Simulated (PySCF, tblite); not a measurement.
# FH9O3Si4: geometry, infrared bands and NMR shifts

Aim: predict the infrared bands and NMR shifts of FH9O3Si4 (`O[SiH](O)[Si@](F)([SiH3])O[SiH3]`).

Computed with tblite 0.8.0 and PySCF 2.14.0, with density-fitted response routines of our own, on a single molecule in the gas phase. Atoms count from 0, in the outputs and in this text.

## (1) Starting geometry

17 atoms, charge 0, multiplicity 1; geometry from: force field or distance geometry start.

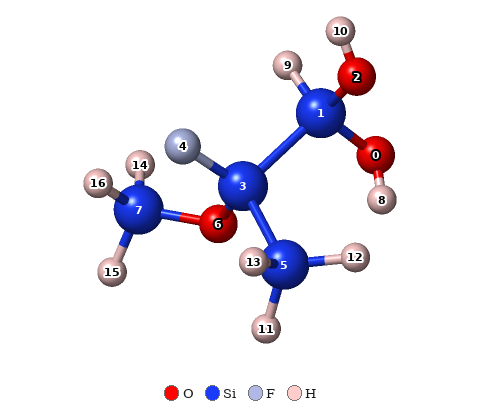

As it starts; oxygen red, silicon blue, fluorine light blue, hydrogen pink, atoms numbered; sticks join atoms by distance.

## (2) Optimising the geometry with GFN2-xTB

What the job is given:

```
{"job": {"kind": "relax", "xc": "GFN2-xTB", "basis": "xTB"}, "charge": 0, "multiplicity": 1}
O     -2.033300    -1.077300    -1.576400
Si    -1.631500    -1.114300     0.079100
O     -2.925100    -0.654500     1.080000
Si     0.155800     0.230200     0.327600
F      0.708100     0.129100     1.919100
Si    -0.357400     2.361200    -0.116700
O      1.278400    -0.249400    -0.844400
Si     2.725500    -0.903600    -0.228300
H     -1.915800    -0.149600    -1.905700
H     -1.150800    -2.475300     0.378200
H     -3.021300    -1.231400     1.880400
H      0.618100     2.853100    -1.110200
H     -1.715100     2.441000    -0.630300
H     -0.198700     3.195300     1.092900
H      2.679300    -2.348200    -0.471400
H      3.817100    -0.388900    -1.064500
H      2.959700    -0.605300     1.180900
```

Run with:

```console
OMP_NUM_THREADS=1 python probes_run.py task.json out
```

This one command runs all jobs of the session in turn.

Standard output:

```text
step      E/eV     max force
  0    -779.95917    2.598
  1    -780.26021    1.924
  2    -780.49313    1.365
  3    -780.58789    1.124
  4    -780.73203    0.916
  5    -780.77368    0.763
  6    -780.86414    0.566
  7    -780.89759    0.541
  8    -780.93769    0.441
  9    -780.96423    0.454
 10    -780.99626    0.480
 11    -781.01991    0.383
 12    -781.03603    0.311
 13    -781.04939    0.296
 14    -781.06214    0.247
 15    -781.07189    0.293
 16    -781.07884    0.190
 17    -781.08470    0.222
 18    -781.09206    0.266
 19    -781.10110    0.276
 20    -781.10836    0.232
 21    -781.11333    0.176
 22    -781.11792    0.171
 23    -781.12427    0.236
 24    -781.13432    0.318
 25    -781.14625    0.283
 26    -781.15523    0.251
 27    -781.16005    0.199
 28    -781.16171    0.356
 29    -781.16660    0.213
 30    -781.17183    0.179
 31    -781.17758    0.221
 32    -781.18129    0.164
 33    -781.18394    0.119
 34    -781.18633    0.105
 35    -781.18915    0.111
 36    -781.19206    0.114
 37    -781.19467    0.134
 38    -781.19685    0.114
 39    -781.19692    0.411
 40    -781.19976    0.079
 41    -781.20069    0.068
 42    -781.20211    0.111
 43    -781.20282    0.064
 44    -781.20377    0.072
 45    -781.20513    0.069
 46    -781.20636    0.066
 47    -781.20750    0.082
 48    -781.20841    0.080
 49    -781.20949    0.098
 50    -781.21087    0.162
 51    -781.21263    0.161
 52    -781.21426    0.327
 53    -781.21587    0.148
 54    -781.21759    0.193
 55    -781.21940    0.173
 56    -781.22060    0.147
 57    -781.22405    0.194
 58    -781.22758    0.223
 59    -781.18507    1.738
 60    -781.23116    0.124
 61    -781.23299    0.100
 62    -781.23552    0.515
 63    -781.23762    0.117
 64    -781.23875    0.128
 65    -781.23688    0.942
 66    -781.24566    0.099
 67    -781.24842    0.088
 68    -781.24894    0.615
 69    -781.25257    0.085
 70    -781.25335    0.104
 71    -781.25482    0.229
 72    -781.25597    0.194
 73    -781.26203    0.099
 74    -781.26418    0.128
 75    -781.26520    0.088
 76    -781.26552    0.292
 77    -781.26688    0.102
 78    -781.26807    0.068
 79    -781.27012    0.092
 80    -781.27192    0.069
 81    -781.27339    0.144
 82    -781.27466    0.059
 83    -781.27549    0.043
 84    -781.27579    0.043
 85    -781.27598    0.030
 86    -781.27617    0.041
 87    -781.27643    0.028
 88    -781.27681    0.041
 89    -781.27707    0.037
 90    -781.27722    0.031
 91    -781.27730    0.032
 92    -781.27741    0.028
 93    -781.27757    0.037
 94    -781.27779    0.047
 95    -781.27800    0.039
 96    -781.27815    0.018
 97    -781.27823    0.014
 98    -781.27828    0.017
 99    -781.27833    0.020
100    -781.27839    0.021
101    -781.27846    0.012
102    -781.27852    0.029
103    -781.27855    0.013
104    -781.27856    0.013
105    -781.27858    0.012
106    -781.27861    0.012
107    -781.27866    0.018
108    -781.27872    0.019
109    -781.27877    0.015
110    -781.27880    0.011
111    -781.27882    0.008
```

Wall time 2 s (1 thread of Arm Neoverse N1, shared host).

Along the way: (not every step is listed)

```tsv
step	energy from step 0 (eV)	largest force (eV/Å)
0	0.0000	2.5982
1	-0.3010	1.9242
2	-0.5340	1.3647
3	-0.6287	1.1244
4	-0.7729	0.9162
5	-0.8145	0.7626
6	-0.9050	0.5661
7	-0.9384	0.5407
8	-0.9785	0.4411
17	-1.1255	0.2216
26	-1.1961	0.2515
35	-1.2300	0.1112
44	-1.2446	0.0720
53	-1.2567	0.1477
62	-1.2763	0.5152
71	-1.2957	0.2291
80	-1.3128	0.0689
89	-1.3179	0.0371
98	-1.3191	0.0166
106	-1.3194	0.0122
107	-1.3195	0.0177
108	-1.3196	0.0193
109	-1.3196	0.0147
110	-1.3196	0.0106
111	-1.3197	0.0083
```

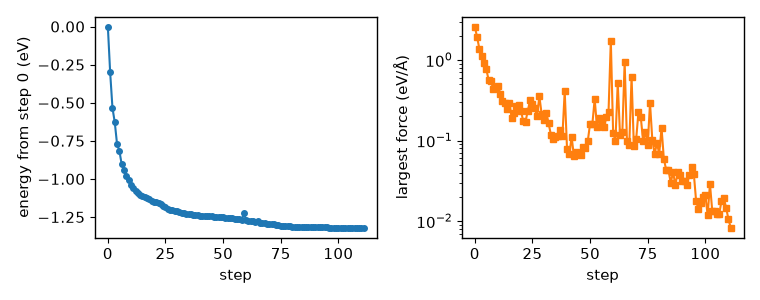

Energy and force, step by step.

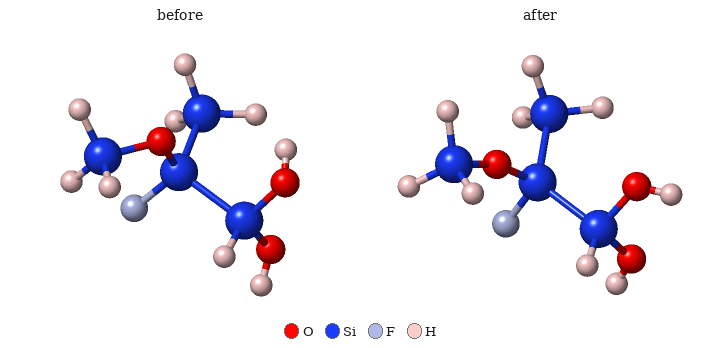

The geometry before (left) and after (right).

Distances of close pairs at the start and the end, largest changes first:

```tsv
bond	before (Å)	after (Å)	change (Å)
O6–Si7	1.703	1.617	-0.087
Si3–Si5	2.237	2.320	+0.084
O0–Si1	1.704	1.624	-0.080
Si3–O6	1.692	1.625	-0.068
Si1–O2	1.699	1.640	-0.059
Si3–F4	1.688	1.644	-0.044
O2–H10	0.991	0.951	-0.040
O0–H8	0.991	0.953	-0.038
```

The next job starts from the end point, and lists it.

## (3) Vibrational analysis with GFN2-xTB

What the job is given:

```
{"job": {"kind": "ir", "xc": "GFN2-xTB", "basis": "xTB"}, "charge": 0, "multiplicity": 1}
O     -1.923781    -0.958515    -1.566421
Si    -1.545849    -1.263461    -0.016855
O     -2.936083    -0.984970     0.806618
Si    -0.002100     0.347943     0.462150
F      0.138489     0.273096     2.097933
Si    -0.140224     2.599973    -0.078435
O      1.470342    -0.125911    -0.035119
Si     2.851791    -0.946162    -0.214449
H     -2.766458    -1.233459    -1.917747
H     -1.249764    -2.699358     0.147726
H     -2.958449    -1.010989     1.757080
H      0.835467     3.027334    -1.090797
H     -1.469372     2.928604    -0.615320
H      0.056993     3.509171     1.061807
H      2.509152    -2.321005    -0.578836
H      3.550527    -0.237548    -1.284815
H      3.572320    -0.892712     1.055571
```

Standard output:

```text
mode    cm-1     km/mol
  1     -31.2      0.01
  2       6.0      0.29
  3      21.9      0.34
  4      30.6      0.81
  5      39.1      1.31
  6      67.5      0.54
  7      88.0      3.19
  8     120.8      1.47
  9     174.3     21.24
 10     186.1      8.83
 11     194.8     27.96
 12     242.1     42.07
 13     267.2     24.66
 14     331.5    158.20
 15     336.1     39.52
 16     361.5      7.98
 17     432.9     31.68
 18     448.7     17.73
 19     552.5     51.98
 20     592.4     32.29
 21     596.3     75.35
 22     615.5     72.76
 23     677.2    310.56
 24     709.2     37.06
 25     718.7    208.56
 26     768.2    174.30
 27     775.1    305.00
 28     780.5    124.25
 29     788.2    711.92
 30     795.0    197.98
 31     807.0    260.34
 32     814.4    198.52
 33     823.3    215.66
 34     863.9    298.94
 35     912.8    212.40
 36    1090.8    677.86
 37    2124.4    362.19
 38    2193.4    323.73
 39    2203.2    311.94
 40    2210.2    190.68
 41    2249.4    385.05
 42    2264.1    399.73
 43    2279.2    111.54
 44    3661.6      8.84
 45    3714.5     28.40
```

It took 1.6 s on 1 thread of Arm Neoverse N1, shared host.

Which atoms move in the most intense modes:

```tsv
cm⁻¹	km/mol	atoms
677	310.6	H9 68 %
788	711.9	H10 21 %, H8 19 %, H16 14 %, H14 11 %
1091	677.9	O6 78 %
2124	362.2	H9 97 %
2193	323.7	H13 90 %
2203	311.9	H12 93 %
2249	385.1	H14 85 %
2264	399.7	H15 63 %, H16 32 %
```

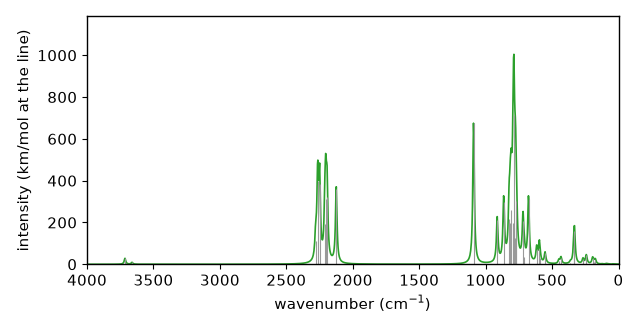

The infrared spectrum from these modes, unscaled. Lines are broadened to a width of 14 cm⁻¹ (Lorentzian).

## (4) Nuclear shieldings: PBE0/pcSseg-1

Same as in step 3 but for these lines:

```diff
@@ -1,2 +1,2 @@
-{"job": {"kind": "ir", "xc": "GFN2-xTB", "basis": "xTB"}, "charge": 0, "multiplicity": 1}
+{"job": {"kind": "nmr", "xc": "PBE0", "basis": "pcSseg-1"}, "charge": 0, "multiplicity": 1}
 O     -1.923781    -0.958515    -1.566421
```

With the program's defaults for keys left out, this is: GIAO PBE0/pcSseg-1 NMR shielding, non-relativistic, gas phase.

Standard output:

```text
coarse grid: 16424 points
cycle   1  E = -1487.8389420963  dE =  8.480e-01  |g| = 1.306e+00  |ddm| = 3.805e+00
cycle   2  E = -1487.3934294457  dE =  4.455e-01  |g| = 2.039e+00  |ddm| = 2.551e+00
cycle   3  E = -1488.1276406523  dE = -7.342e-01  |g| = 1.079e-01  |ddm| = 1.785e+00
cycle   4  E = -1488.1288860178  dE = -1.245e-03  |g| = 8.043e-02  |ddm| = 1.442e-01
cycle   5  E = -1488.1299656336  dE = -1.080e-03  |g| = 1.359e-02  |ddm| = 6.478e-02
cycle   6  E = -1488.1299976982  dE = -3.206e-05  |g| = 2.626e-03  |ddm| = 1.288e-02
cycle   7  E = -1488.1299988980  dE = -1.200e-06  |g| = 1.101e-03  |ddm| = 3.277e-03
final grid: 141280 points
cycle   8  E = -1488.2084636464  dE = -1.930e-05  |g| = 8.734e-03  |ddm| = 1.518e-02
cycle   9  E = -1488.2084470078  dE =  1.664e-05  |g| = 1.310e-02  |ddm| = 1.387e-02
cycle  10  E = -1488.2084756851  dE = -2.868e-05  |g| = 6.319e-04  |ddm| = 8.791e-03
cycle  11  E = -1488.2084757404  dE = -5.530e-08  |g| = 3.233e-04  |ddm| = 7.600e-04
cycle  12  E = -1488.2084757578  dE = -1.735e-08  |g| = 4.597e-05  |ddm| = 2.428e-04
cycle  13  E = -1488.2084757581  dE = -3.215e-10  |g| = 1.170e-05  |ddm| = 5.086e-05
converged SCF energy = -1488.2084757581

GIAO shielding tensors (ppm)
atom      isotropic    diamagn.    paramagn.     s11        s22        s33       span
  0 O      294.863     389.001     -94.138    248.172    287.136    349.281    101.109
  1 Si     371.206     878.863    -507.657    361.239    372.064    380.315     19.076
  2 O      292.880     388.411     -95.531    249.694    283.947    344.999     95.305
  3 Si     334.125     880.000    -545.875    296.013    321.762    384.600     88.587
  4 F      320.688     472.768    -152.080    226.206    317.718    418.140    191.933
  5 Si     465.058     881.172    -416.114    436.894    473.129    485.152     48.259
  6 O      275.537     400.866    -125.330    198.777    248.110    379.724    180.947
  7 Si     393.216     880.538    -487.321    358.297    361.892    459.460    101.163
  8 H       29.880      29.486       0.393     21.700     24.705     43.234     21.534
  9 H       25.969      29.521      -3.552     22.741     23.906     31.259      8.519
 10 H       30.530      31.745      -1.215     22.357     25.376     43.856     21.499
 11 H       28.228      29.808      -1.580     24.741     26.576     33.368      8.627
 12 H       28.273      29.616      -1.343     24.875     26.793     33.151      8.276
 13 H       28.081      29.265      -1.184     24.814     25.969     33.460      8.646
 14 H       26.527      29.877      -3.350     22.880     25.450     31.251      8.371
 15 H       26.539      29.289      -2.751     22.849     25.121     31.647      8.798
 16 H       26.501      29.161      -2.660     22.924     25.015     31.563      8.639
```

Run time: 71 s. Hardware: 1 thread of Arm Neoverse N1, shared host; peak memory 0.94 GiB.

The references, computed at this level on geometries of the same kind, shield at (ppm): 1H TMS 31.72, 29Si TMS 349.2, 19F CFCl3 170.9, 17O H2O 336.1. Their shielding less the atom's gives the shift. The references are single molecules in the gas phase, so shifts against H2O, NH3, PH3, H3PO4 or CFCl3 are not on the usual liquid scales and can be off by tens of ppm. Atoms listed in one row are averaged.

```tsv
atoms	environment	σ (ppm)	δ (ppm)
H9	hydrogen on a silicon bonded to 2 O, Si	25.97	5.75
H14, H15, H16	hydrogen on a silicon bonded to O	26.52	5.19
H11, H12, H13	hydrogen on a silicon bonded to Si	28.19	3.52
H8	hydrogen on an oxygen bonded to Si	29.88	1.84
H10	hydrogen on an oxygen bonded to Si	30.53	1.19
O6	oxygen bonded to 2 Si	275.5	60.5
O2	oxygen bonded to Si, H	292.9	43.2
O0	oxygen bonded to Si, H	294.9	41.2
Si3	silicon bonded to F, O, 2 Si	334.1	15.0
Si1	silicon bonded to 2 O, Si, H	371.2	-22.0
Si7	silicon bonded to O, 3 H	393.2	-44.1
Si5	silicon bonded to Si, 3 H	465.1	-115.9
F4	fluorine bonded to Si	320.7	-149.7
```

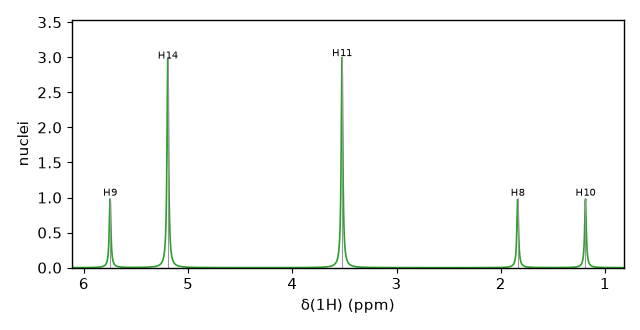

1H lines at the computed shifts, without couplings. Lines are broadened to a width of 0.02 ppm (Lorentzian).

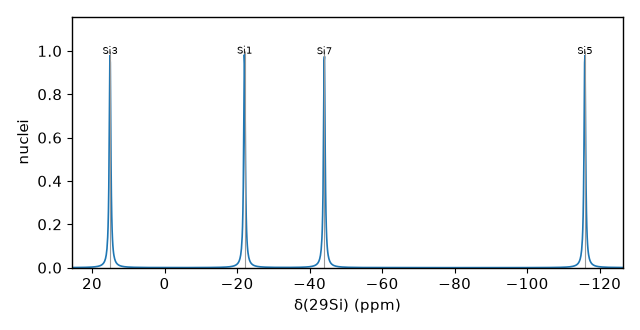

29Si lines at the computed shifts, without couplings. Lines are broadened to a width of 0.52 ppm (Lorentzian).

The run also stored atomic charges by several schemes (e):

```tsv
atoms	Mulliken	IAO	Hirshfeld	ESP fit
O0	-0.56	-0.80	-0.31	-0.77
Si1	0.83	1.07	0.38	0.76
O2	-0.56	-0.81	-0.32	-0.71
Si3	0.76	0.96	0.35	0.44
F4	-0.44	-0.55	-0.23	-0.34
Si5	0.12	0.25	0.22	0.26
O6	-0.72	-0.88	-0.31	-0.37
Si7	0.73	0.89	0.40	0.60
```

IAO charges:

O0 -0.80; Si1 1.07; O2 -0.81; Si3 0.96; F4 -0.55; Si5 0.25; O6 -0.88; Si7 0.89; H8 0.37; H9 -0.17; H10 0.37; H11 -0.09; H12 -0.10; H13 -0.09; H14 -0.15; H15 -0.14; H16 -0.14

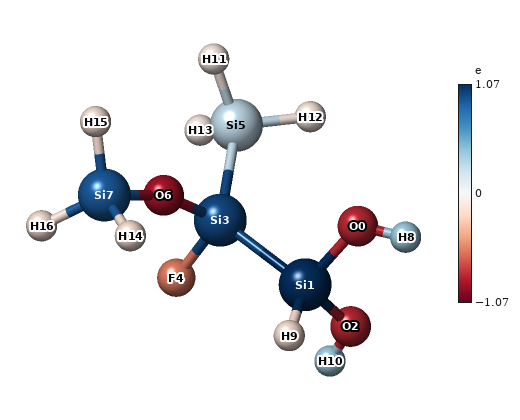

IAO charges, as colours on the atoms.

Mayer bond orders: O0–Si1 1.05, Si1–O2 0.98, Si1–Si3 0.84, Si3–F4 0.88, Si3–Si5 0.86, Si3–O6 0.91, O6–Si7 0.92.

## (5) What came out

| quantity | value |
| --- | --- |
| strongest single infrared mode (GFN2-xTB) | 788 cm⁻¹, 712 km/mol |
| zero-point energy (GFN2-xTB) | 57.1 kcal/mol |
| 1H shifts against TMS (PBE0/pcSseg-1, means over atoms taken as alike) | 5.75, 5.19, 3.52, 1.84, 1.19 ppm |
| 17O shifts against H2O (PBE0/pcSseg-1) | 60.5, 43.2, 41.2 ppm |
| 29Si shifts against TMS (PBE0/pcSseg-1) | 15.0, -22.0, -44.1, -115.9 ppm |
| 19F shifts against CFCl3 (PBE0/pcSseg-1) | -149.7 ppm |

The optimisation took 111 steps and gained 1.320 eV; among the close pairs (by a distance rule), O6–Si7 changed most, from 1.703 to 1.617 Å. The lowest mode is imaginary (31i cm⁻¹), so the xTB geometry is not a minimum. The strongest single mode, at 788 cm⁻¹, is spread over several atoms, H10, H8, H16, H14 among them. GFN2-xTB is a fitted tight-binding method: band positions and strengths are rough. Its intensities can rank the bands wrongly. At PBE0/pcSseg-1: The widest tensor belongs to F4: span 192 ppm, with a paramagnetic part of -152 ppm.
